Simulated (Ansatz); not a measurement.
**SnBi2O: one candidate of a structure search**

The task: take a trial cell of SnBi2O to zero force and stress.

Program: Ansatz 0.2.0. Level of theory: DFT PBE, scalar-relativistic, plane waves, PAW. These are calculated values, not measurements.

### 1 Starting point

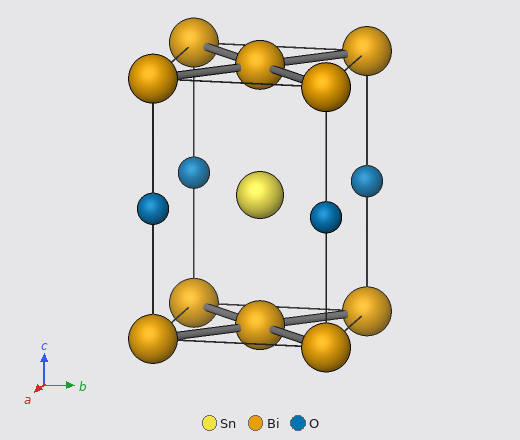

The starting structure, seen slightly off an axis (tin yellow, bismuth amber, oxygen blue). Atoms on the faces are drawn again on the opposite ones.

Coordinates:

```
CELL_PARAMETERS angstrom
4.31421 0.00000 0.00000
0.00000 4.31421 0.00000
0.00000 0.00000 6.45755
ATOMIC_POSITIONS crystal
Sn 0.50000 0.50000 0.50000
Bi 0.00000 0.00000 0.00000
Bi 0.50000 0.50000 0.00000
O 0.00000 0.00000 0.50000
```

Recipe of the guess: random cell by space group and Wyckoff sites (P4/mmm, No. 123). Its size is a rough estimate.

### 2 A first look at the guess

input.yaml

```yaml
crystal:
  lattice:
    - [4.31420908, 0.0, 0.0]
    - [0.0, 4.31420908, 0.0]
    - [0.0, 0.0, 6.45755409]
  atoms:
    - { symbol: Sn, position: [0.5, 0.5, 0.5] }
    - { symbol: Bi, position: [0.0, 0.0, 0.0] }
    - { symbol: Bi, position: [0.5, 0.5, 0.0] }
    - { symbol: O, position: [0.0, 0.0, 0.5] }
basis:
  ecutwfc: 420
kpoints:
  mp_grid: { grid: [4, 4, 4] }
hamiltonian:
  xc: pbe
scf:
  occupations: { method: gaussian, width: 0.1 }
  lower_state_search: "off"
output:
  forces: true
  stress: true
  eigenvalues: true
```

Run with:

```sh
> ansatz run input.yaml --threads 1 --pin off --max-ram 2560MiB --backend cpu --events-out ev --progress --plain --runs-dir out
```

Further runs follow: rough relaxation on the coarse mesh; full relaxation.

Before running it: what results should come out? Wanted: conventional cell; volume; energy over the elements; gap on the mesh.

The runs gave:

| quantity | value |
| --- | --- |
| symmetry at the end (tolerance 0.05 Å) | space group P4/mmm (No. 123) |
| conventional cell | a = 4.333 Å, b = 4.333 Å, c = 5.880 Å, α = 90.00°, β = 90.00°, γ = 90.00° |
| volume | 27.59 Å³/atom |
| energy over the elements (uncorrected; H, N, O, F and Cl as molecules), grey Sn | +0.19 eV/atom |
| gap on the mesh | none (metal) |

What this shows: The space group P4/mmm (No. 123) is kept, and the volume per atom shrinks by 8.2 % from the first guess. With a positive formation energy it can't be a ground state. No finished test with a distortion of lower symmetry is shown, so the end may be a saddle point. Spin-orbit coupling is left out, which matters for the bands of Bi.
